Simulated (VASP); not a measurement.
Data:

```
CELL_PARAMETERS angstrom
      0.00000     3.14792     3.14792
      3.14792     0.00000     3.14792
      3.14792     3.14792     0.00000
ATOMIC_POSITIONS crystal
  Tl 0.00000 0.00000 0.00000
  Bi 0.50000 0.50000 0.50000
```

All values below come from PBEsol GGA, VASP's PBE PAW potentials (set 64) (plane waves; VASP). Numerical set-up: 400 eV cut-off, 11×11×11 Γ-centred mesh, tetrahedra with Blöchl corrections, potentials Tl_d Bi_d.

Unless said otherwise, spin-orbit coupling is left out, though it shifts the bands of the heavy elements here.

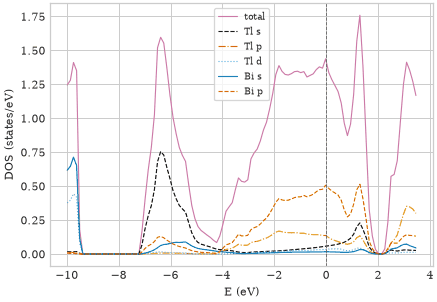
Fig. 1. Total and projected density of states, zero at the Fermi level

Within 2 eV below the Fermi level the largest weight inside VASP's projection spheres is Bi p, then Tl p.

It has no gap at this level: it comes out as a metal or semimetal.

The structure was generated: TlBi was put into the rock salt type (Fm-3m), which need not be its known phase. It was relaxed first.
